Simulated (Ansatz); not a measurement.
# What Ca2C (model cell, started as antifluorite) distorts into, part 2 of 2

Which phase does Ca2C (model cell, started as antifluorite) fall into along its unstable mode, and how much energy does it gain?

Ansatz 0.2.0; DFT PBEsol, scalar-relativistic, plane waves, PAW.

So far, highest frequency on the path or at a solved wavevector (cm⁻¹): step 2 (phonons on a q mesh) 417. Also lowest frequency on the path (cm⁻¹): step 2 -59.7.

The structure was built from a prototype and need not be the compound's stable phase.

## (3) The mode frozen in, largest atomic shift 0 Å

The mode followed lies at q = (0.25, -0.5, -0.25) with frequency 18.0i cm⁻¹, one of the unstable modes though not the softest. At small amplitude the distorted cell has space group no. 142 by a symmetry search on the positions. The undistorted cell that holds it gives the zero of energy on the same k mesh.

System of this step: Ca2C (model cell, started as antifluorite). It takes space group Fm-3m (No. 225, cubic). The conventional cell has a = 6.205 Å, b = 6.205 Å, c = 6.205 Å, α = 90.00°, β = 90.00°, γ = 90.00°. Nearest to C lie 8 Ca at 2.69 Å. Ca has 4 C at 2.69 Å nearest. Farther neighbours are not listed.

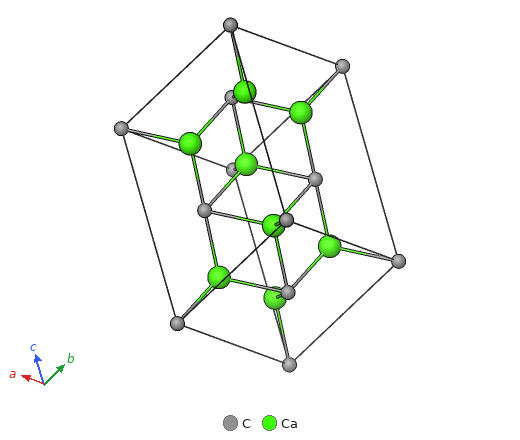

The cell of this step (carbon grey, calcium green). Some periodic images of atoms are drawn too.

The input, input.yaml:

```yaml
crystal:
  lattice:
    - [0.0, 0.0, -6.2051758518]
    - [6.2051758518, 0.0, 0.0]
    - [3.1025879259, -6.2051758518, -3.1025879259]
  atoms:
    - { symbol: C, position: [0.75, 0.25, 0.5] }
    - { symbol: C, position: [0.25, 0.75, 0.5] }
    - { symbol: C, position: [0.5, 0.5, 0.0] }
    - { symbol: C, position: [0.0, 0.0, 0.0] }
    - { symbol: Ca, position: [0.625, 0.625, 0.25] }
    - { symbol: Ca, position: [0.125, 0.125, 0.25] }
    - { symbol: Ca, position: [0.375, 0.875, 0.75] }
    - { symbol: Ca, position: [0.875, 0.375, 0.75] }
    - { symbol: Ca, position: [0.375, 0.375, 0.75] }
    - { symbol: Ca, position: [0.875, 0.875, 0.75] }
    - { symbol: Ca, position: [0.125, 0.625, 0.25] }
    - { symbol: Ca, position: [0.625, 0.125, 0.25] }
kpoints:
  mp_grid: { grid: [6, 6, 6] }
hamiltonian:
  xc: pbesol
scf:
  occupations: { method: gaussian, width: 0.01 }
output:
  forces: true
  stress: true
  eigenvalues: true
```

Launch:

```bash
> ansatz run input.yaml --threads 4 --pin off --max-ram 7168MiB --backend cpu --events-out ev --progress --plain --runs-dir out
```

Numbers of over 12 decimals in the logs are rounded to 6 here.

Output:

```text
[...]
Crystal: 12 atoms, lattice volume = 238.925 Å³
Basis set: ecut = 420 eV, 4725 PW (Γ), exchange–correlation on 90×90×108 points (8 copies of the dense FFT grid, shifted against one another)
Bands: 60, of which v1, the nominal top of the filled ones, is band 48 counted from 1 (47 counted from 0)
Symmetry: 64 space group operations
[...]
k-points: 30 of 216
[...]
k-point 0: bands = [... 44 lower, 7.6376, 7.6376, 7.8294, 7.8294, 7.9917, 8.3184, 8.3184, 8.6942, ... 5 higher]
  k-point 1: bands = [... 44 lower, 7.6673, 7.6673, 7.7518, 7.7518, 8.2525, 8.2525, 8.2536, 9.1175, ... 5 higher]
  k-point 2: bands = [... 44 lower, 7.6419, 7.6419, 7.7496, 7.7496, 8.1028, 8.1028, 8.8449, 9.6484, ... 5 higher]
  k-point 29: bands = [... 44 lower, 7.3445, 7.3445, 7.3705, 7.3705, 9.5671, 9.5671, 10.0371, 10.0371, ... 5 higher]
[key lines of the parts left out:]
SCF converged after 7 iterations
Free energy (F): -15332.983893 eV
Fermi energy:    7.910762 eV
P = ⅓ Tr σ = 0.0010 GPa (0.010 kbar)
```

Run time: 5.5 s. Hardware: 4 threads of Arm Neoverse V2, shared host; peak memory 0.79 GiB; 21 s of CPU time.

Numbers from this step:

```yaml
pressure: 9.75e-4 GPa
gap_on_the_k_mesh: 0.1624 eV
energy_from_the_undistorted_cell: 0 meV/atom
```

The run ends at a pressure of 0.00 GPa.

## (4) The mode frozen in, largest atomic shift 0.08 Å

The atoms are moved along the unstable eigenvector, the largest shift by 0.08 Å, with the cell fixed.

The input, input.yaml:

```yaml
crystal:
  lattice:
    - [0.0, 0.0, -6.2051758518]
    - [6.2051758518, 0.0, 0.0]
    - [3.1025879259, -6.2051758518, -3.1025879259]
  atoms:
    - { symbol: C, position: [0.75, 0.25, 0.5] }
    - { symbol: C, position: [0.25, 0.75, 0.5] }
    - { symbol: C, position: [0.5, 0.5, 0.0] }
    - { symbol: C, position: [0.0, 0.0, 0.0] }
    - { symbol: Ca, position: [0.625, 0.612107537, 0.25] }
    - { symbol: Ca, position: [0.125, 0.137892463, 0.25] }
    - { symbol: Ca, position: [0.387892463, 0.875, 0.75] }
    - { symbol: Ca, position: [0.862107537, 0.375, 0.75] }
    - { symbol: Ca, position: [0.362107537, 0.375, 0.75] }
    - { symbol: Ca, position: [0.887892463, 0.875, 0.75] }
    - { symbol: Ca, position: [0.125, 0.637892463, 0.25] }
    - { symbol: Ca, position: [0.625, 0.112107537, 0.25] }
kpoints:
  mp_grid: { grid: [6, 6, 6] }
hamiltonian:
  xc: pbesol
scf:
  occupations: { method: gaussian, width: 0.01 }
output:
  forces: true
  stress: true
  eigenvalues: true
```

Output:

```text
[...]
Crystal: 12 atoms, lattice volume = 238.925 Å³
Basis set: ecut = 420 eV, 4725 PW (Γ), exchange–correlation on 90×90×108 points (8 copies of the dense FFT grid, shifted against one another)
Bands: 60, of which v1, the nominal top of the filled ones, is band 48 counted from 1 (47 counted from 0)
Symmetry: 16 space group operations
[...]
k-points: 30 of 216
[...]
k-point 0: bands = [... 44 lower, 7.6340, 7.6365, 7.8222, 7.8222, 8.0015, 8.3097, 8.3172, 8.6720, ... 5 higher]
  k-point 1: bands = [... 44 lower, 7.6637, 7.6658, 7.7456, 7.7456, 8.2467, 8.2520, 8.2618, 9.0959, ... 5 higher]
  k-point 2: bands = [... 44 lower, 7.6455, 7.6455, 7.7458, 7.7469, 8.1021, 8.1042, 8.8506, 9.6487, ... 5 higher]
  k-point 29: bands = [... 44 lower, 7.3479, 7.3479, 7.3721, 7.3721, 9.5484, 9.5484, 10.0083, 10.0083, ... 5 higher]
[key lines of the parts left out:]
SCF converged after 7 iterations
Free energy (F): -15332.984726 eV
Fermi energy:    7.913368 eV
P = ⅓ Tr σ = 0.0828 GPa (0.828 kbar)
```

Wall time 5.6 s (4 threads); peak memory 0.79 GiB.

Numbers from this step:

| Item | Value |
| --- | --- |
| pressure | 0.08275 GPa |
| gap on the k-mesh | 0.1653 eV |
| energy from the undistorted cell | -0.069 meV/atom |

The energy, extrapolated to zero smearing, is -0.07 meV/atom against the undistorted cell.

The run ends at a pressure of 0.08 GPa, with forces up to 0.0014 eV/Å.

## (5) Energy along the mode, all amplitudes (two of the runs are shown above)

An imaginary frequency means negative curvature, so the energy should fall and then rise again as anharmonic terms take over.

Numbers from this step:

```
depth at the lowest point sampled  : 0.069 meV/atom
largest atomic shift at that point : 0.08 Å
```

Table of energy from the parent by largest atomic shift:

```
largest atomic shift (Å)  energy from the parent (meV/atom)
                   0.000                                  0
                   0.040                             -0.023
                   0.080                             -0.069
                   0.140                              -0.01
                   0.220                               1.02
                   0.320                               6.03
```

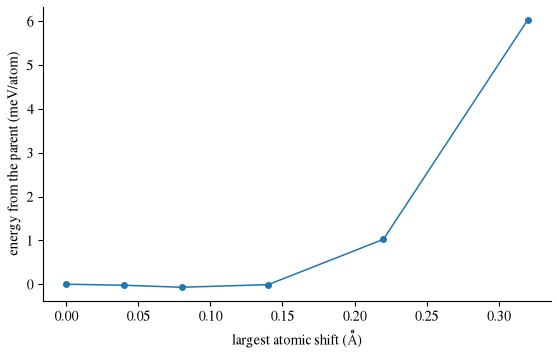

Energy from the parent, plotted against largest atomic shift.

Displacement at unit largest shift by atom:

```
atom  x (Å)  y (Å)  z (Å)  size
  C1   0.00   0.00   0.00  0.00
  C2   0.00   0.00   0.00  0.00
  C3   0.00   0.00   0.00  0.00
  C4   0.00   0.00   0.00  0.00
 Ca5  -1.00   0.00   0.00  1.00
 Ca6   1.00   0.00   0.00  1.00
 Ca7   0.00   0.00  -1.00  1.00
 Ca8   0.00   0.00   1.00  1.00
 Ca9   0.00   0.00   1.00  1.00
Ca10   0.00   0.00  -1.00  1.00
Ca11   1.00   0.00   0.00  1.00
Ca12  -1.00   0.00   0.00  1.00
```

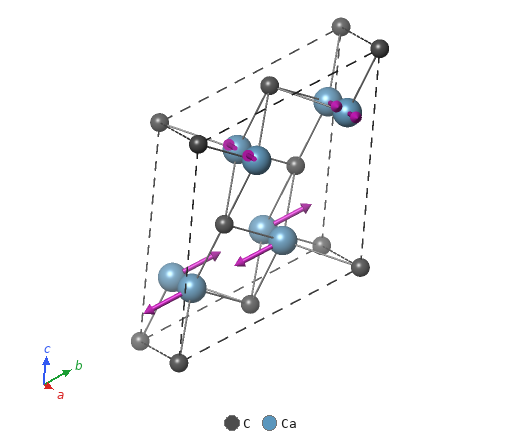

Displacement at unit largest shift as arrows, the longest 1 Å. Some periodic images of atoms are drawn too.

The lowest of the steps tried is at 0.08 Å, 0.069 meV/atom below the parent; the bottom of the well need not coincide with a step.

## (6) Relaxing from the distorted cell

Starting from the lowest point found, all atoms and the cell are let go, so that strain and other modes of the same symmetry can join in.

input.yaml: that of step 4 with these lines changed.

```diff
@@ -28 +28,6 @@
   eigenvalues: true
+relax:
+  adjacent_minimum: "off"
+  f_tol: 0.002
+  max_steps: 120
+  cell: { stress_tol: 0.03 }
```

Output:

```text
[...]
Crystal: 12 atoms, lattice volume = 238.925 Å³
Basis set: ecut = 420 eV, 4725 PW (Γ), exchange–correlation on 90×90×108 points (8 copies of the dense FFT grid, shifted against one another)
Bands: 60, of which v1, the nominal top of the filled ones, is band 48 counted from 1 (47 counted from 0)
Symmetry: 16 space group operations
[...]
k-points: 30 of 216
[...]
SCF iter   1: F=—  HF=-15332.989199 eV  |F-HF|=—  |Δ(HF+E_count)|=         —  Δρ=4.02e-3  dr2=3.73e-2  ethr=1.77e-3  ⟨swp⟩=9.8  Hψ=8397  notcnv=0  defer=5
[...]
SCF iter   7: F=-15332.984726 eV  HF=-15332.984726 eV  |F-HF|=1.15e-9  |Δ(HF+E_count)|=   7.43e-8  Δρ=1.50e-6  dr2=3.46e-9  ethr=1.04e-10  ⟨swp⟩=9.9  Hψ=7473  notcnv=0
SCF 1 converged in 7 iterations: F = -15332.984726 eV  dr2 = 3.46e-9
[...]
relax step   1: F+E_penalty+E_count = -15332.98472575 eV  Δ(F+E_penalty+E_count) = +0.000e0 eV  max|allowed force component| = 1.386e-3 eV/Å  Δτ_max = 0.0000 Å  P = +0.083 GPa  Ω = 238.925 Å³  (7 SCF iters, dr2 threshold 1.00e-7 eV, accepted)
Crystal: 12 atoms, lattice volume = 239.710 Å³
[...]
SCF iter   6: F=-15332.984263 eV  HF=-15332.984263 eV  |F-HF|=1.70e-9  |Δ(HF+E_count)|=   3.81e-8  Δρ=1.03e-6  dr2=4.24e-9  ethr=2.22e-11  ⟨swp⟩=5.6  Hψ=5990  notcnv=0
SCF 2 converged in 6 iterations: F = -15332.984263 eV  dr2 = 4.24e-9
relax step   2: F+E_penalty+E_count = -15332.98426256 eV  Δ(F+E_penalty+E_count) = +4.632e-4 eV  max|allowed force component| = 2.656e-3 eV/Å  Δτ_max = 0.0016 Å  P = -0.104 GPa  Ω = 239.710 Å³  energy of the carried Pulay correction = -4.204e-4 eV  (6 SCF iters, dr2 threshold 2.13e-8 eV, rejected (line search))
Crystal: 12 atoms, lattice volume = 239.310 Å³
[...]
SCF iter   7: F=-15332.984628 eV  HF=-15332.984628 eV  |F-HF|=0.00e0  |Δ(HF+E_count)|=  3.27e-11  Δρ=9.23e-8  dr2=2.20e-11  ethr=1.00e-12  ⟨swp⟩=5.3  Hψ=6818  notcnv=0
SCF 3 converged in 7 iterations: F = -15332.984628 eV  dr2 = 2.20e-11
relax step   3: F+E_penalty+E_count = -15332.98462772 eV  Δ(F+E_penalty+E_count) = +9.803e-5 eV  max|allowed force component| = 1.959e-3 eV/Å  Δτ_max = 0.0013 Å  P = -0.008 GPa  Ω = 239.310 Å³  energy of the carried Pulay correction = -2.061e-4 eV  (7 SCF iters, accepted)
[...]
SCF iter   4: F=-15332.984770 eV  HF=-15332.984770 eV  |F-HF|=1.82e-12  |Δ(HF+E_count)|=  3.60e-10  Δρ=2.23e-8  dr2=1.22e-12  ethr=1.00e-12  ⟨swp⟩=4.9  Hψ=5432  notcnv=0
SCF 4 converged in 4 iterations: F = -15332.984770 eV  dr2 = 1.22e-12
relax step   4: F+E_penalty+E_count = -15332.98476955 eV  Δ(F+E_penalty+E_count) = -1.418e-4 eV  max|allowed force component| = 1.958e-3 eV/Å  Δτ_max = 0.0000 Å  P = -0.007 GPa  Ω = 239.310 Å³  stress off target by 1.96e-2 GPa  SCF on the basis re-selected at this cell (its energy is not comparable with the rows above)  (4 SCF iters)
basis re-selected at this cell: Δ(F+E_penalty+E_count) = -1.418e-4 eV, ΔP = +0.001 GPa vs the last step (what re-selecting the basis moved, of the pressure what is left beyond the Pulay correction that the steps carried, after the strain that the cell walked since its last selection, with what the two solves' SCF thresholds leave and, on support functions, any second-order correction that the steps lacked; it is no m [...]
SCF converged after 4 iterations
Free energy (F): -15332.984770 eV
[...]
Internal energy: -15332.984770 eV  (E = F + TS)
E sigma→0 (E₀):  -15332.984770 eV
Fermi energy:    7.897298 eV
[...]
--- Forces (eV/Å), atoms counted from 1 ---
  atom   1  C     -0.00000000     0.00000000     0.00000000
  atom   2  C     -0.00000000     0.00000000    -0.00000000
  atom   3  C     -0.00000000    -0.00000000     0.00000000
  atom   4  C      0.00000000    -0.00000000    -0.00000000
  atom   5  Ca    -0.00195839     0.00000000     0.00000000
  atom   6  Ca     0.00195839     0.00000000     0.00000000
  atom   7  Ca    -0.00000000     0.00000000    -0.00195839
  atom   8  Ca    -0.00000000    -0.00000000     0.00195839
  atom   9  Ca     0.00000000     0.00000000     0.00195839
  atom  10  Ca     0.00000000    -0.00000000    -0.00195839
  atom  11  Ca     0.00195839    -0.00000000    -0.00000000
  atom  12  Ca    -0.00195839    -0.00000000    -0.00000000
  max |Σ_I F_I| component: 4.34e-19 eV/Å
--- Stress (GPa, compression-positive) ---
       -0.000543       0.000000      -0.000000
        0.000000      -0.019576      -0.000000
       -0.000000      -0.000000      -0.000543
  P = ⅓ Tr σ = -0.0069 GPa (-0.069 kbar)
--- Band table (eV; the first three rows and the last of 30) ---
  k-point 0: bands = [... 44 lower, 7.6160, 7.6185, 7.8047, 7.8047, 7.9869, 8.2956, 8.3034, 8.6495, ... 8 higher]
  k-point 1: bands = [... 44 lower, 7.6459, 7.6480, 7.7285, 7.7285, 8.2324, 8.2379, 8.2467, 9.0737, ... 8 higher]
  k-point 2: bands = [... 44 lower, 7.6287, 7.6287, 7.7284, 7.7295, 8.0873, 8.0894, 8.8346, 9.6313, ... 8 higher]
  k-point 29: bands = [... 44 lower, 7.3330, 7.3330, 7.3571, 7.3571, 9.5316, 9.5316, 9.9906, 9.9906, ... 8 higher]
--- Relaxed structure (3 steps of the walk, 2 accepted, 1 SCFs on fresh bases) ---
  F+E_penalty+E_count = -15332.98476955 eV   max|allowed force component| = 1.958e-3 eV/Å   (the final SCF, on the basis selected at the relaxed cell)
  cell:  # Å, volume = 239.3096 Å³
    - [0.0, 0.0, -6.208666]
    - [6.208666, 0.0, 0.0]
    - [3.104333, -6.208170, -3.104333]
  atoms:
    - { symbol: C, position: [0.75, 0.250000, 0.500000] }
    - { symbol: C, position: [0.250000, 0.75, 0.500000] }
    - { symbol: C, position: [0.5, 0.5, 0] }
    - { symbol: C, position: [0, 0, 0] }
    - { symbol: Ca, position: [0.625, 0.611904, 0.250000] }
    - { symbol: Ca, position: [0.125000, 0.138096, 0.250000] }
    - { symbol: Ca, position: [0.388096, 0.875000, 0.750000] }
    - { symbol: Ca, position: [0.861904, 0.375000, 0.750000] }
    - { symbol: Ca, position: [0.361904, 0.375000, 0.750000] }
    - { symbol: Ca, position: [0.888096, 0.875000, 0.750000] }
    - { symbol: Ca, position: [0.125000, 0.638096, 0.250000] }
    - { symbol: Ca, position: [0.625, 0.111904, 0.250000] }
```

Run time: 23 s. Hardware: 4 threads; peak memory 0.82 GiB.

Little changed from the start: no atom moved by 0.005 Å and no cell edge by 0.1 %.

This step gave:

- pressure: -0.006887 GPa
- gap on the k-mesh: 0.1672 eV
- volume per atom: 19.94 Å³

The distorted start has space group I4_1/acd; the relaxation ends in I4_1/acd.

## (7) The phases reached

The phases reached along the modes that were followed are set side by side.

Energies are those of the first relaxation, on the mesh of the frozen mode; space group, volume and gap are those of the last relaxation. Phases, by row:

```
                   mode frozen in  space group  energy from parent (meV/atom)  volume (Å³/atom)  gap on mesh (eV)  lowest zone-centre optical mode (cm⁻¹)  largest shift (Å)
                           parent        Fm-3m                              0             19.91             0.162                                       –                  –
    q = (0, -0.5, -0.5), 60i cm⁻¹     P4_2/nmc                         -12.38             20.62             0.174                                    22.4              0.393
q = (0.25, -0.5, -0.25), 18i cm⁻¹     I4_1/acd                          -0.07             19.94             0.167                                       –              0.081
```

## (8) Outcome

| Property | Result |
| --- | --- |
| unstable mode of the parent | q = (0.25, -0.5, -0.25), 18i cm⁻¹ |
| depth at the lowest point sampled | 0.069 meV/atom |
| largest atomic shift at that point | 0.08 Å |
| space group reached | I4_1/acd |
| energy gained over the parent (first relaxation, on the mesh of the frozen mode) | 0.0731 meV/atom |
| volume per atom, phase reached | 19.9 Å³ |
| gap on the k-mesh, phase reached | 0.167 eV |

**Reading.** Along this mode the structure falls into I4_1/acd, 0.0731 meV/atom below the parent. At the parent's cell the well is 0.069 meV/atom deep on the steps tried, with its lowest point at a shift of 0.08 Å. Relaxing atoms and cell changes the gain by +0.00 meV/atom against the lowest step (energies at zero smearing). The modes of the phase reached were not computed. So shallow a well is near the error of the k mesh. Of the 2 patterns followed to their end from this parent, this one ends 12.3 meV/atom above the lowest, P4_2/nmc. Each path keeps the symmetry of its pattern, so a lower phase may lie along a pattern not tried. The program warns that the interpolation holds no quadrupole term, so branches close to Γ can be off in this crystal. A phonon run warned that its eigensolver left some bands unconverged in a pass. The starting cell was built on a prototype and not taken from a measurement, so the phase need not exist.

[Logs are printed without paths, hosts, clocks, repeated set-up lines and the standing remarks that a program may print on its own settings, such as how far it seeks lower states.]

[Hosts, paths, dates, database ids (printed as entryN), source tags and the programs' standing remarks are cut or masked in the printed files.]
